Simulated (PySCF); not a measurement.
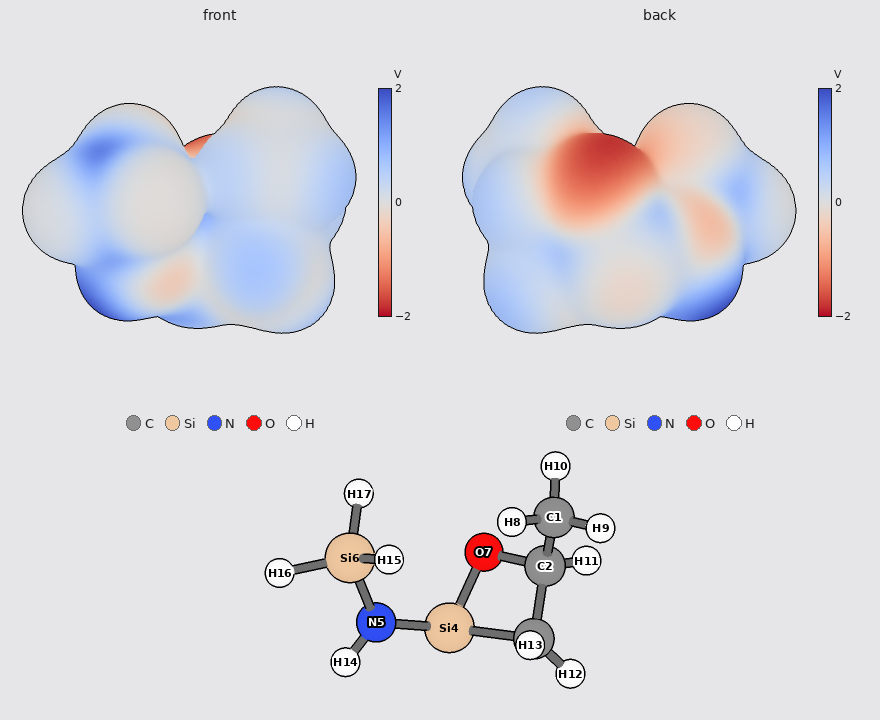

C3H10NOSi2 (SMILES C[C@H]1C[Si](N[SiH3])O1) (doublet). The electrostatic potential painted on the density surface at 0.002 e/bohr³, seen from the front and from behind; the colour scale runs from red (negative) to blue (positive). The bare structure is drawn below in the same view.

Geometry: GFN2-xTB.

These are results of PySCF 2.14.0, density-fitted response routines, UKS B3LYP, pcH-1 on C H N O Si, non-relativistic, mean-field spin-orbit, GIAO, not measurements.

```xyz
17

C    -1.7298    1.0713   -0.0276
C    -1.4695   -0.2612    0.6479
C    -1.1285   -1.4011   -0.3118
Si    0.5361   -1.4431    0.6738
N     1.9805   -0.8651   -0.0790
Si    2.3909    0.7731   -0.5140
O    -0.2756   -0.1950    1.4286
H    -0.8891    1.3280   -0.6694
H    -2.6377    1.0142   -0.6243
H    -1.8436    1.8511    0.7218
H    -2.2975   -0.5142    1.3204
H    -1.7960   -2.2538   -0.2480
H    -1.0473   -1.0815   -1.3475
H     2.6567   -1.5725   -0.3107
H     1.6153    1.1827   -1.6956
H     3.8152    0.7170   -0.8451
H     2.1128    1.6623    0.6080
```

### Where is the surface potential most negative and most positive?

The most negative region (about −1.8 V, or −42 kcal/mol for a unit charge) lies over O7, the most positive (about +1.9 V, or +44 kcal/mol for a unit charge) over H14. O7 is the likeliest acceptor of a hydrogen bond.
